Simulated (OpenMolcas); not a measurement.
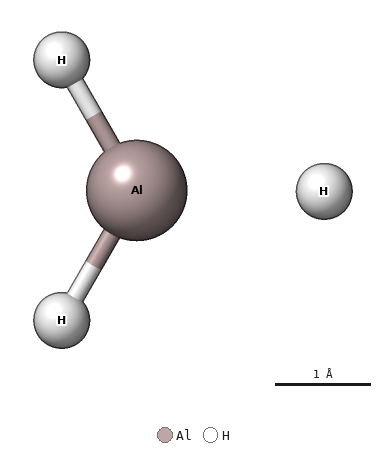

Fig. 1: The input geometry (ball-and-stick view, seen on its broad side). Sticks mark near contacts. Bond lengths as drawn: Al–H 1.59 Å.

## AlH3: single-point calculation

System: AlH3.
Method: PBE/pcseg-0, RKS (OpenMolcas 26.06).

A bond length was changed on purpose from its optimised value.

### What the program printed
```
--- Start Module: gateway ---

                                              &GATEWAY

                       available to each process: 1.9 GB of memory, 1 thread

 Basis Set     1 Label: AL.PCSEG-0
 Basis set is read from library:.
 basistype.tbl is not found

 Basis Set     2 Label: H.PCSEG-0
 Basis set is read from library:.
 basistype.tbl is not found

++    Symmetry information:
      ---------------------

                    Character Table for C1

                             E
                    a        1  x, y, xy, Rz, z, xz, Ry, yz, Rx, I
--

++    Basis set information:
      ----------------------

      Basis set label: AL.PCSEG-0.........

      Electronic valence basis set:
      ------------------
      Associated Effective Charge  13.000000 au
      Associated Actual Charge     13.000000 au
      Nuclear Model: Point charge

      Shell  nPrim  nBasis  Cartesian Spherical Contaminant
         s       9       4        X
         p       6       3        X

      Basis set label: H.PCSEG-0.........

      Electronic valence basis set:
      ------------------
      Associated Effective Charge   1.000000 au
      Associated Actual Charge      1.000000 au
      Nuclear Model: Point charge

      Shell  nPrim  nBasis  Cartesian Spherical Contaminant
         s       3       2        X
--

++    Molecular structure info:
      -------------------------

                    ************************************************
                    **** Cartesian Coordinates / bohr, angstrom ****
                    ************************************************

     Center  Label                x              y              z                     x              y              z
        1      AL1              0.665802       0.358105      -0.061700              0.352327       0.189501      -0.032650
        2      H2               1.836487       1.653890       2.373591              0.971827       0.875201       1.256050
        3      H3              -2.533745      -1.572252       0.198610             -1.340800      -0.832000       0.105100
        4      H4               2.056073       0.604714      -2.705048              1.088027       0.320001      -1.431450

                    ***************************************
                    *    InterNuclear Distances / bohr    *
                    ***************************************

               1 AL1           2 H2            3 H3            4 H4
    1 AL1      0.000000
    2 H2       2.996698        0.000000
    3 H3       3.745816        5.851278        0.000000
    4 H4       2.996826        5.190526        5.851226        0.000000

                    *******************************************
                    *    InterNuclear Distances / angstrom    *
                    *******************************************

               1 AL1           2 H2            3 H3            4 H4
    1 AL1      0.000000
    2 H2       1.585784        0.000000
    3 H3       1.982200        3.096363        0.000000
    4 H4       1.585852        2.746708        3.096335        0.000000

                    **************************************
                    *    Valence Bond Angles / degree    *
                    **************************************
                          Atom centers                 Phi
                      2 H2       1 AL1      4 H4       120.00
--

            Nuclear Potential Energy             12.68103572 au

--- Stop Module: gateway /rc=_RC_ALL_IS_WELL_ ---

--- Start Module: seward ---

                                              &SEWARD

                       available to each process: 1.9 GB of memory, 1 thread

               SEWARD will generate:
                  Multipole Moment integrals up to order  2
                  Kinetic Energy integrals
                  Nuclear Attraction integrals (point charge)
                  One-Electron Hamiltonian integrals
                  Velocity integrals
                  Orbital angular momentum around (  0.6444   0.3451  -0.0599 )
                  Velocity quadrupole around (  0.6444   0.3451  -0.0599 )
                  Two-Electron Repulsion integrals

                   Integrals are discarded if absolute value <: 1.00E-14
                   Integral cutoff threshold is set to       <: 1.00E-16

            Nuclear Potential Energy             12.68103572 au

      Basis set specifications :
      Symmetry species         a
      Basis functions           19

--- Stop Module: seward /rc=_RC_ALL_IS_WELL_ ---

--- Start Module: scf ---

                                                &SCF

                       available to each process: 1.9 GB of memory, 1 thread

 ###############################################################################
 ###     Minimized-density-differences option turned off!                    ###
 ###############################################################################
++    Input section:
      --------------

      Header of the integral files:

      Cartesian coordinates in angstrom:
      -----------------------------------------------------
      No.  Label        X            Y            Z
      -----------------------------------------------------
       1   AL1        0.35232700   0.18950100  -0.03265000
       2   H2         0.97182700   0.87520100   1.25605000
       3   H3        -1.34080000  -0.83200000   0.10510000
       4   H4         1.08802700   0.32000100  -1.43145000
      -----------------------------------------------------
      Nuclear repulsion energy =   12.68103572
--

++    Orbital specifications:
      -----------------------

      Symmetry species               1
                                     a
      Frozen orbitals                0
      Occupied orbitals              8
      Secondary orbitals            11
      Deleted orbitals               0
      Total number of orbitals      19
      Number of basis functions     19
--

      Molecular charge                           0.000

      Numerical integration parameters
      --------------------------------
      Radial quadrature type:                         MHL
      Size of radial grid:                            99
      Lebedev angular grid:                           41
      Angular grid pruned with the crowding factor:  1.00E+10
                                 and fading factor:  1.00E+01
      Screening threshold for integral computation:   1.00E-11
      Radial quadrature accuracy:                     1.00E-25
      Maximum batch size:                             128
      AO values are stored on disk
      The same grid will be used for all iterations.

      DFT functional specifications
      -----------------------------
      Using Libxc version: 6.2.2
      Please cite the following reference:
      S. Lehtola, C. Steigemann, M. J.T. Oliveira, and M. A.L. Marques.,  SoftwareX 7, 1–5 (2018) doi:10.1016/j.softx.2017.11.002

      * Perdew, Burke & Ernzerhof
        - J. P. Perdew, K. Burke, and M. Ernzerhof.,  Phys. Rev. Lett. 77, 3865 (1996) doi:10.1103/PhysRevLett.77.3865
        - J. P. Perdew, K. Burke, and M. Ernzerhof.,  Phys. Rev. Lett. 78, 1396 (1997) doi:10.1103/PhysRevLett.78.1396
      * Perdew, Burke & Ernzerhof
        - J. P. Perdew, K. Burke, and M. Ernzerhof.,  Phys. Rev. Lett. 77, 3865 (1996) doi:10.1103/PhysRevLett.77.3865
        - J. P. Perdew, K. Burke, and M. Ernzerhof.,  Phys. Rev. Lett. 78, 1396 (1997) doi:10.1103/PhysRevLett.78.1396

++    Optimization specifications:
      ----------------------------

      SCF Algorithm: Conventional
      D(i)-D(i-1) density differences are used
      Number of density matrices in core                 5
      Maximum number of NDDO SCF iterations            400
      Maximum number of HF SCF iterations              400
      Threshold for SCF energy change             1.00E-10
      Threshold for density matrix                1.00E-07
      Threshold for Fock matrix                   1.00E-07
      Threshold for linear dependence             1.00E-09
      Threshold at which DIIS is turned on        1.50E-01
      Maximum depth in the DIIS procedure                5
      Maximum depth in the BFGS Hessian update          30
      Threshold at which QNR/C2DIIS is turned on  7.50E-02
      Threshold for Norm(delta) (QNR/C2DIIS)      1.00E-05
      All orbitals punched on: SCFORB
--

      Input vectors read from INPORB
      Orbital file label: *Guess orbitals

++ Convergence information
                                   PBE        iterations: Energy and convergence statistics

Iter     Tot. PBE        One-elec.       Two-elec.     Energy      Max Dij or  Max Fij      DNorm      TNorm      AccCon     Time
         Energy          Energy          Energy        Change      Delta Norm                                                in Sec.
   1  -243.613709726  -380.888988979   124.594243529   0.00E+00    5.25E-01*   1.05E-01*    5.35E+00   6.05E+01   None         0.
   2  -243.631666009  -384.598853985   128.286152251  -1.80E-02*   2.21E-01*   5.39E-02*    1.89E+00   6.14E+01   EDIIS        0.
   3  -243.725118283  -382.075702967   125.669548959  -9.35E-02*   2.41E-01*   2.76E-02*    5.98E-01   6.08E+01   EDIIS        0.
   4  -243.722585909  -382.854774457   126.451152823   2.53E-03*   2.35E-02*   1.43E-02*    5.08E-01   6.10E+01   EDIIS        0.
   5  -243.729015387  -382.509392108   126.099340997  -6.43E-03*   5.15E-03*   1.44E-03*    7.36E-02   6.09E+01   c2DIIS       0.
   6  -243.729082738  -382.463458501   126.053340039  -6.74E-05*   3.38E-03*   7.02E-04*    1.44E-02   6.09E+01   QNRc2DIIS    0.
   7  -243.729081761  -382.449393314   126.039275829   9.77E-07*   1.86E-03*   8.93E-04*    1.24E-02   6.09E+01   QNRc2DIIS    0.
   8  -243.729085756  -382.459392434   126.049270953  -4.00E-06*   1.22E-04*   5.06E-05*    6.90E-03   6.09E+01   QNRc2DIIS    0.
   9  -243.729085778  -382.459060397   126.048938894  -2.17E-08*   1.15E-05*   9.74E-06*    5.51E-04   6.09E+01   QNRc2DIIS    0.
  10  -243.729085778  -382.458866421   126.048744918  -3.55E-10*   2.70E-07    2.07E-07*    6.79E-05   6.09E+01   QNRc2DIIS    0.
  11  -243.729085778  -382.458864977   126.048743474   1.14E-13*   3.95E-08    1.05E-08     1.33E-06   6.09E+01   QNRc2DIIS    0.
  12  -243.729085778  -382.458865198   126.048743695   0.00E+00    1.32E-08    6.58E-09     1.96E-07   6.09E+01   QNRc2DIIS    0.

       Convergence after  12 Iterations
--

 *****************************************************************************************************************************
 *                                             SCF/KS-DFT Program, Final results                                             *
 *                                                       Final Results                                                       *
 *****************************************************************************************************************************

::    Total KS-DFT energy                            -243.7290857782
      One-electron energy                            -382.4588651982
      Two-electron energy                             126.0487436954
      Nuclear repulsion energy                         12.6810357246
      Kinetic energy (interpolated)                   243.2058654692
      Virial theorem                                    1.0021513474
      Total spin, S(S+1)                                0.0000000000
      Total spin, S                                     0.0000000000
      Max non-diagonal density matrix element           0.0000000223
      Max non-diagonal Fock matrix element              0.0000000025

      All orbitals with orbital energies smaller than  E(LUMO)+0.5 are printed

++    Molecular orbitals:
      -------------------

      Title: RKS-DFT orbitals

      Molecular orbitals for symmetry species 1: a

          Orbital            1         2         3         4         5         6         7         8         9        10
          Energy          -55.3936   -3.9180   -2.5909   -2.5827   -2.5817   -0.3886   -0.2874   -0.2585   -0.1079   -0.0288
          Occ. No.          2.0000    2.0000    2.0000    2.0000    2.0000    2.0000    2.0000    2.0000    0.0000    0.0000

          Orbital           11        12        13
          Energy            0.0368    0.0463    0.1016
          Occ. No.          0.0000    0.0000    0.0000

--

++    Molecular charges:
      ------------------

      Mulliken charges per centre and basis function type
      ---------------------------------------------------

                AL1     H2      H3      H4
      1s       5.1879  1.2080  1.1712  1.2080
      2px      2.4612  0.0000  0.0000  0.0000
      2pz      2.5723  0.0000  0.0000  0.0000
      2py      2.1916  0.0000  0.0000  0.0000
      Total   12.4129  1.2080  1.1712  1.2080

      N-E      0.5871 -0.2080 -0.1712 -0.2080

      Total electronic charge=   16.000000

      Total            charge=   -0.000000
--

++    Molecular properties:
      ---------------------

      Charge (e):
                      =   -0.0000
      Dipole Moment (debye):
      Origin of the operator (angstrom)=    0.3410    0.1826   -0.0317
                   X=  5.9064E-01               Y=  3.5837E-01               Z= -4.8246E-02           Total=  6.9254E-01
      Quadrupole Moment (debye*angstrom):
      Origin of the operator (angstrom)=    0.3410    0.1826   -0.0317
                  XX= -1.8842E+01              XY= -3.5561E+00              XZ=  7.7734E-01              YY= -1.5299E+01
                  YZ= -1.0898E+00              ZZ= -1.9571E+01
      In traceless form (debye*angstrom)
                  XX= -1.4068E+00              XY= -5.3341E+00              XZ=  1.1660E+00              YY=  3.9076E+00
                  YZ= -1.6347E+00              ZZ= -2.5008E+00
--

--- Stop Module: scf /rc=_RC_ALL_IS_WELL_ ---
--- Module scf spent 2 seconds ---

.##################.
.# Happy landing! #.
.##################.

    Timing: Wall=3.17 User=2.45 System=0.71
```

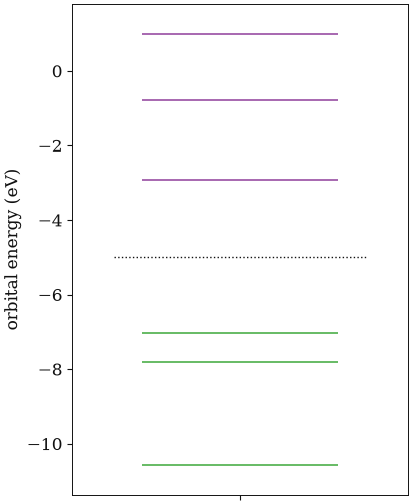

Fig. 2: Orbital energies near the frontier; the dotted line parts filled from empty levels, and levels within 0.02 eV of each other stand side by side. Highest filled −7.03 eV, lowest empty −2.94 eV, 4.09 eV apart.

This output came from the following input.

### The input
```
* AlH3 Kohn-Sham DFT
&GATEWAY
BASLIB=$CurrDir
COORD
4
angstrom
Al       0.352327       0.189501      -0.032650
H        0.971827       0.875201       1.256050
H       -1.340800      -0.832000       0.105100
H        1.088027       0.320001      -1.431450
BASIS=pcseg-0
GROUP=NoSym
&SEWARD
GRIDINPUT
Grid=UltraFine
End of Grid
&SCF
KSDFT=PBE
THRESHOLDS=1e-10 1e-07 1e-07 1e-05
PRORBITALS=1 1
```

Run as:
```bash
export MOLCAS_MEM=1860
pymolcas mol.inp > mol.log
```

### Key numbers

| quantity | value |
| --- | --- |
| outcome | converged |
| total energy | −243.729086 hartree |
| basis functions | 19 |
| HOMO | −7.03 eV |
| LUMO | −2.94 eV |
| dipole moment | 0.69 debye |
| hardware | 1 thread of Arm Neoverse V2, 24 GiB of memory available, shared host |
| wall time | 3.6 s |
| peak memory | 0.37 GiB |
